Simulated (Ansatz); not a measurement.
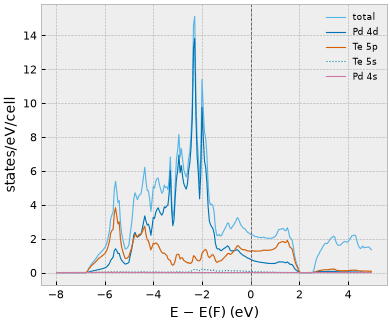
Total and projected density of states of TePd in space group Cmcm (No. 63; Te on 4c, Pd on 4c), DFT-PBE in the program Ansatz with PAW potentials

Task: Which orbitals carry the states next to the Fermi level?

Result: Within 0.5 eV of the Fermi level: Te 5p 56 %, Pd 4d 35 %, outside the projected shells 7 %. Projections are on Löwdin-orthogonalised atomic valence shells; empty p or d shells of many metals are not among them.

Task: Where is the tallest occupied peak in this window, and what makes it?

Result: Near -2.3 eV, about 15 states/eV per cell; the largest projected share is Pd 4d.

The start of the workflow was typed in or built on a structure type; neither database checked (COD, Materials Project) lists it. COD files the formula under space group No. 194. Whether it is the stable phase at ambient conditions was not checked. The cell was relaxed with PBE under the symmetry of its start; its stability against distortions is not shown here. No spin polarisation was allowed. Scalar-relativistic: spin–orbit coupling is off unless named, which matters more the heavier the elements.

Potentials: the later of the program's two PAW sets.
